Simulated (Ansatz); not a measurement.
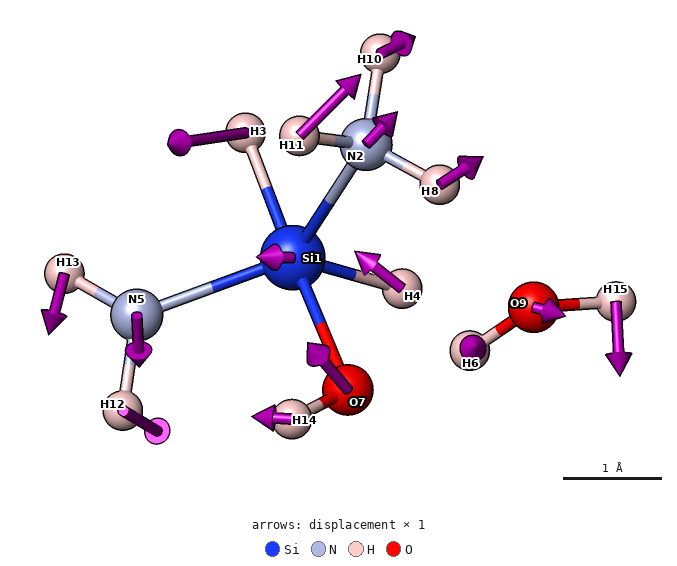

A relaxation of SiN₂H₁₀O₂ (started from a transition state, displaced along its imaginary mode). The starting structure is drawn; purple arrows show the displacements, at their true length. The two geometries are superimposed by the best rigid fit.

A ball-and-stick model, seen at a tilt.

These are results of RKS PBE0-D4/def2-TZVP (Ansatz), not measurements. Settings: force threshold 0.005 eV/Å; at most 200 steps.

> What happened in the run?

The largest move after the best rigid fit is that of H3, 1.51 Å. By element the largest moves are H 1.51 Å, O 0.86 Å, N 0.73 Å, Si 0.47 Å. Some distances before and after: H6–O7 1.456 → 1.812 Å, Si1–N2 1.935 → 2.286 Å, Si1–O7 1.807 → 1.688 Å, N2–H8 0.923 → 1.021 Å. Bond angles that change, for instance: H3–Si1–O7 173.3° → 118.0°, H4–Si1–N5 133.2° → 103.4°, H4–Si1–O7 87.9° → 113.2°. The energy falls by 1.361 eV in 24 accepted moves (26 points after the start). The largest force component goes from 7.1 to 0.0045 eV/Å. The line search rejected the trial steps at points 2, 16 of the run.
